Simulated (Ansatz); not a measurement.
**B3H5: geometry relaxation (part 2 of 2)**

B3H5; RKS PBE-D4/def2-SVP (Ansatz 0.2.0). 

Geometry of the input (Å):
```
B  -1.0424  0.7686  -0.7287
B  -0.0214  -0.4082  -0.2697
B  1.0594  -0.4451  0.9422
H  -2.1545  0.8420  -0.2861
H  1.7641  -1.3445  1.0725
H  -0.0744  -1.4172  -0.9358
H  2.1940  -0.0914  0.7820
H  0.7638  -0.8430  2.0341
```

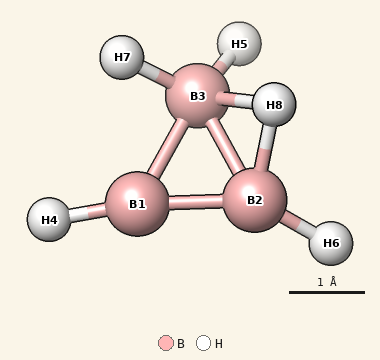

**Figure 1.** The geometry at step 17 of the log (ball-and-stick view, seen at a tilt; atoms are numbered from 1 in the order of the input).

Trajectory as extended XYZ, continued:
```
8
Properties=species:S:1:pos:R:3:forces:R:3 step=8 energy=-2100.98785
B    -1.0394    0.5063   -0.3118   -0.0382  -0.0170   0.3136
B     0.0575   -0.6257   -0.1489   -0.4868  -0.4302   1.3185
B     1.4765   -0.5734    0.7393    0.8224   0.3531  -0.2278
H    -1.9575    1.2960   -0.4153    0.2692  -0.0357  -0.1301
H     2.0953   -1.6115    0.8856    0.1068   0.0833   0.0117
H    -0.3470   -1.6991   -0.6328    0.2300   0.2021   0.0925
H     1.9291    0.5034    1.1193   -0.0432  -0.2634   0.0094
H     0.2741   -0.7349    1.3753   -0.8601   0.1077  -1.3879
8
Properties=species:S:1:pos:R:3:forces:R:3 step=9 energy=-2101.31122
B    -1.0396    0.4982   -0.2516    0.2063  -0.2257   0.1271
B     0.0074   -0.6597   -0.0258   -0.3259   0.1513  -0.9117
B     1.5290   -0.5639    0.7178   -0.1518   0.2316  -0.3227
H    -1.9280    1.3036   -0.4370    0.1879  -0.0376  -0.0544
H     2.1309   -1.5988    0.8757    0.1870  -0.0776  -0.0411
H    -0.3286   -1.6988   -0.6101    0.0788   0.1249   0.2041
H     1.9414    0.4986    1.1360    0.0280  -0.0262   0.0938
H     0.1760   -0.7180    1.2056   -0.2103  -0.1408   0.9050
8
Properties=species:S:1:pos:R:3:forces:R:3 step=10 energy=-2101.39725
B    -1.0129    0.4835   -0.2295   -0.0034  -0.0283  -0.1033
B    -0.0307   -0.7148   -0.0138   -0.2940  -0.1086  -0.1936
B     1.4946   -0.5047    0.6778   -0.0368  -0.0798   0.0326
H    -1.7996    1.3642   -0.4987    0.1750   0.0347   0.0584
H     2.1765   -1.5140    0.7004    0.0959   0.0971  -0.0453
H    -0.3601   -1.7864   -0.5148    0.1172   0.0903  -0.0626
H     1.8775    0.5008    1.2479   -0.0566   0.0303  -0.1101
H     0.1434   -0.7675    1.2414    0.0027  -0.0358   0.4239
8
Properties=species:S:1:pos:R:3:forces:R:3 step=11 energy=-2101.47623
B    -0.9850    0.4644   -0.2084   -0.0681   0.3352  -0.1297
B    -0.1011   -0.7986    0.0453   -0.2686  -0.2528   0.2146
B     1.4292   -0.4871    0.6849    0.3225   0.0543  -0.1444
H    -1.6308    1.4573   -0.5257    0.3391  -0.2835   0.1662
H     2.2400   -1.4228    0.5766   -0.3623   0.3814   0.1211
H    -0.3469   -1.8535   -0.5177    0.0561  -0.0008   0.0031
H     1.7865    0.5584    1.2197   -0.1650  -0.2091  -0.0448
H     0.0968   -0.8569    1.3359    0.1462  -0.0247  -0.1861
8
Properties=species:S:1:pos:R:3:forces:R:3 step=12 energy=-2101.57800
B    -0.9483    0.4526   -0.1917    0.2707   0.0653   0.0296
B    -0.1792   -0.8866    0.0990   -0.1253  -0.0455   0.0823
B     1.3803   -0.4201    0.6014   -0.2818  -0.1972   0.4487
H    -1.4461    1.5204   -0.5246    0.2965  -0.2923   0.1575
H     2.2280   -1.3184    0.5278   -0.2254   0.3361  -0.1479
H    -0.3513   -1.9313   -0.5088    0.0107   0.0398   0.1131
H     1.6709    0.5849    1.2306   -0.0439   0.0758  -0.2081
H     0.1343   -0.9403    1.3769    0.0986   0.0180  -0.4752
8
Properties=species:S:1:pos:R:3:forces:R:3 step=13 energy=-2101.74027
B    -0.8706    0.4386   -0.1674    0.4464  -0.1635   0.1641
B    -0.2343   -0.9654    0.1343   -0.1327   0.1212  -0.2707
B     1.3068   -0.3901    0.6208   -0.5619   0.0932  -0.1539
H    -1.2543    1.5479   -0.4954    0.2716  -0.2162   0.1369
H     2.2104   -1.2013    0.4493   -0.1406   0.1161   0.0253
H    -0.3665   -1.9998   -0.4938    0.0203   0.0193   0.1453
H     1.5759    0.6565    1.1881   -0.1419  -0.0042  -0.0233
H     0.1212   -1.0252    1.3748    0.2388   0.0343  -0.0237
8
Properties=species:S:1:pos:R:3:forces:R:3 step=14 energy=-2101.95744
B    -0.7646    0.4044   -0.1306    0.3216   0.7540   0.0278
B    -0.2699   -1.0172    0.1460   -0.2623  -0.9991  -0.1253
B     1.2097   -0.3395    0.5725   -0.3728   0.1876   0.0788
H    -1.0650    1.5401   -0.4401    0.2513  -0.1860   0.1484
H     2.1455   -1.1110    0.4194   -0.0102   0.1306  -0.0343
H    -0.3726   -2.0485   -0.4827    0.0105  -0.0510   0.1539
H     1.4552    0.7075    1.1482   -0.1499   0.0955  -0.0578
H     0.1506   -1.0747    1.3780    0.2117   0.0684  -0.1916
8
Properties=species:S:1:pos:R:3:forces:R:3 step=15 energy=-2102.20958
B    -0.6533    0.4113   -0.0984    0.6803  -0.5909   0.2702
B    -0.3270   -1.1123    0.1608   -0.4208   0.7825  -0.3051
B     1.1145   -0.2883    0.5377   -0.3825  -0.2169  -0.0109
H    -0.8779    1.5677   -0.3913    0.1869  -0.2115   0.1199
H     2.0996   -1.0014    0.3841   -0.0417   0.2228   0.0042
H    -0.3886   -2.1410   -0.4613   -0.0461  -0.1700   0.1262
H     1.3347    0.7656    1.1145   -0.2599   0.1102  -0.0330
H     0.1867   -1.1405    1.3645    0.2839   0.0738  -0.1716
8
Properties=species:S:1:pos:R:3:forces:R:3 step=16 energy=-2102.37838
B    -0.5074    0.3817   -0.0606   -0.3040   0.4764  -0.0830
B    -0.3865   -1.1580    0.1529   -0.0773   0.5733   0.0126
B     1.0271   -0.2516    0.5074    0.6600  -1.0069   0.1789
H    -0.6956    1.5433   -0.3267   -0.0421  -0.1345  -0.0766
H     2.0715   -0.8837    0.3675   -0.1189   0.3095   0.1077
H    -0.4449   -2.2041   -0.4324   -0.0850  -0.1978   0.1089
H     1.1903    0.8206    1.0782   -0.3724   0.0057   0.0063
H     0.2341   -1.1871    1.3243    0.3398  -0.0257  -0.2549
8
Properties=species:S:1:pos:R:3:forces:R:3 step=17 energy=-2102.56033
B    -0.4707    0.4065   -0.0704    0.1498   0.3254   0.3554
B    -0.4029   -1.1421    0.1580    0.0433   0.1048   0.0267
B     1.0360   -0.2760    0.5078    0.1599  -0.8587   0.0209
H    -0.6357    1.5561   -0.3678   -0.1120   0.0116  -0.1891
H     2.1302   -0.7932    0.3843    0.0961   0.2053   0.1354
H    -0.5750   -2.2210   -0.3736   -0.0366   0.1702   0.1579
H     1.0512    0.7969    1.1165   -0.4206   0.0708  -0.1877
H     0.3556   -1.2661    1.2558    0.1200  -0.0294  -0.3196
8
Properties=species:S:1:pos:R:3:forces:R:3 step=18 energy=-2102.86244
B    -0.4093    0.4451   -0.0145    0.6792   0.2087   0.6541
B    -0.4161   -1.1246    0.1728    0.0454   0.0091  -0.0724
B     1.0464   -0.3456    0.5114    0.1491  -0.3452  -0.1808
H    -0.5873    1.5719   -0.4020   -0.1129  -0.1148  -0.1267
H     2.2114   -0.7145    0.4365   -0.1171   0.3394   0.2271
H    -0.6832   -2.1974   -0.3240   -0.1429   0.1441   0.1398
H     0.8663    0.7904    1.0545   -0.4636  -0.1323  -0.4359
H     0.4605   -1.3641    1.1759   -0.0373  -0.1089  -0.2053
8
Properties=species:S:1:pos:R:3:forces:R:3 step=19 energy=-2103.15889
B    -0.3156    0.4774    0.0533    0.3315  -0.2861   0.3186
B    -0.4194   -1.1147    0.1781   -0.0635  -0.0648  -0.2263
B     1.0623   -0.3962    0.4946    0.4027  -0.1923  -0.1612
H    -0.5468    1.5656   -0.4201   -0.1460  -0.1710  -0.0173
H     2.2793   -0.5933    0.5237   -0.4156   0.3301   0.2182
H    -0.8272   -2.1750   -0.2653   -0.0289   0.3169   0.2044
H     0.6978    0.7696    0.9684    0.1277   0.1465  -0.1193
H     0.5583   -1.4722    1.0778   -0.2080  -0.0793  -0.2173
8
Properties=species:S:1:pos:R:3:forces:R:3 step=20 energy=-2103.20130
B    -0.2373    0.4647    0.0901   -0.4610  -0.5613  -0.2983
B    -0.4028   -1.1210    0.1426    0.5701   0.5367   0.2813
B     1.1011   -0.4268    0.4692   -1.8241  -0.1840  -0.1391
H    -0.5656    1.4993   -0.3873   -0.3085   0.3489  -0.1757
H     2.2336   -0.4648    0.6631    1.5798  -0.1183   0.3729
H    -0.9403   -2.1233   -0.2051   -0.2214  -0.2474  -0.1508
H     0.7174    0.7919    0.8731    0.6357   0.2934   0.2764
H     0.5824   -1.5588    0.9649    0.0293  -0.0681  -0.1665
8
Properties=species:S:1:pos:R:3:forces:R:3 step=21 energy=-2103.33527
B    -0.2115    0.4603    0.0662    0.0626   0.0263   0.1906
B    -0.3459   -1.1192    0.1578   -0.0019  -0.2037  -0.0436
B     1.1155   -0.4385    0.4683   -0.2978   0.1211   0.2386
H    -0.7539    1.4464   -0.3454    0.0210   0.0757  -0.1126
H     2.2621   -0.5042    0.8118    0.2996  -0.0524   0.0399
H    -1.0131   -2.0357   -0.2404   -0.0218  -0.0456   0.0928
H     0.8341    0.8524    0.7515   -0.0027   0.2558  -0.1285
H     0.6013   -1.6002    0.9409   -0.0590  -0.1771  -0.2773
8
Properties=species:S:1:pos:R:3:forces:R:3 step=22 energy=-2103.41210
B    -0.1967    0.4695    0.1104    0.1885   0.3044  -0.1169
B    -0.3381   -1.1246    0.1796    0.2464  -0.3709  -0.0201
B     1.1080   -0.4368    0.5287    0.1128   0.1428   0.3403
H    -0.8044    1.4122   -0.3674    0.1378  -0.3251   0.2028
H     2.2774   -0.4802    0.9212   -0.5137  -0.0693  -0.1876
H    -1.0867   -2.0001   -0.2109    0.1384   0.2780   0.1662
H     0.8805    0.9435    0.6524   -0.1594  -0.0660  -0.1669
H     0.6486   -1.7225    0.7966   -0.1509   0.1059  -0.2178
8
Properties=species:S:1:pos:R:3:forces:R:3 step=23 energy=-2103.50113
B    -0.1147    0.4833    0.0871   -0.3213  -0.3026  -0.0766
B    -0.2534   -1.1539    0.1645   -0.1611   0.3681  -0.0500
B     1.0765   -0.4147    0.6294    0.6955  -0.1016   0.2607
H    -0.9249    1.2708   -0.3197    0.0721   0.0151   0.0325
H     2.2053   -0.4876    1.0535   -0.0207   0.0003   0.0455
H    -1.1818   -1.8404   -0.1658    0.0591  -0.0042   0.0261
H     0.9590    0.9993    0.5111   -0.1541   0.1869  -0.1269
H     0.7228   -1.7955    0.6505   -0.1697  -0.1619  -0.1112
8
Properties=species:S:1:pos:R:3:forces:R:3 step=24 energy=-2103.51610
B    -0.1151    0.4704    0.0916   -0.0110   0.2163  -0.0798
B    -0.2462   -1.1361    0.1743   -0.2038  -0.3392  -0.1346
B     1.0974   -0.4190    0.6561    0.2031   0.0709   0.0834
H    -0.9564    1.2441   -0.2958    0.1514  -0.0708   0.0655
H     2.2105   -0.4898    1.1380   -0.1836   0.0280  -0.1367
H    -1.1960   -1.8041   -0.1526    0.1346   0.0542   0.0821
H     0.9668    1.0251    0.4221   -0.0398  -0.0081   0.0755
H     0.7276   -1.8295    0.5768   -0.0509   0.0487   0.0446
8
Properties=species:S:1:pos:R:3:forces:R:3 step=25 energy=-2103.52492
B    -0.1147    0.4722    0.0826   -0.0813  -0.0437   0.0077
B    -0.2535   -1.1425    0.1624    0.0554   0.0835   0.0423
B     1.0928   -0.4161    0.6479    0.0224  -0.0453  -0.0366
H    -0.9245    1.2643   -0.3087   -0.0074   0.0330  -0.0094
H     2.2152   -0.4912    1.0821   -0.0140   0.0171   0.0320
H    -1.1801   -1.8339   -0.1512   -0.0287  -0.0251  -0.0187
H     0.9427    1.0230    0.4805    0.0415   0.0103  -0.0103
H     0.7107   -1.8146    0.6150    0.0120  -0.0299  -0.0069
8
Properties=species:S:1:pos:R:3:forces:R:3 step=26 energy=-2103.52601
B    -0.1210    0.4700    0.0838    0.0143   0.0128   0.0068
B    -0.2542   -1.1425    0.1645    0.0035  -0.0165  -0.0018
B     1.0939   -0.4164    0.6432   -0.0143   0.0051  -0.0021
H    -0.9230    1.2748   -0.3019    0.0037   0.0004  -0.0003
H     2.2082   -0.4857    1.0970    0.0147  -0.0022   0.0022
H    -1.1801   -1.8387   -0.1482    0.0039  -0.0009   0.0024
H     0.9494    1.0165    0.4663   -0.0146  -0.0029  -0.0046
H     0.7154   -1.8169    0.6060   -0.0111   0.0042  -0.0026
```

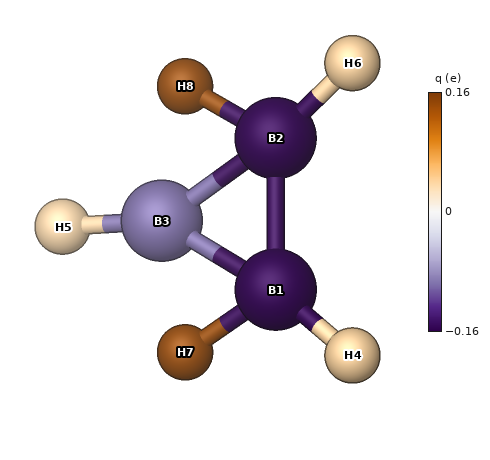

**Figure 2.** Mulliken charges, as the colour of each atom (ball-and-stick view, seen at an oblique angle; atoms are numbered from 1 in the order of the input). By element: B −0.16 to −0.10 and H +0.04 to +0.15 e.

Summary:

```csv
quantity,value
outcome,converged
total energy,−2103.5260 eV
mean-field energy,−2103.4281 eV
dispersion energy,−0.0979 eV
SCF solution under orbital rotations,stable
largest force (length of the vector) at the end,0.020 eV/Å
dipole moment,0.57 D
wall time,39 s (CPU time 71 s)
peak memory,0.14 GiB
```
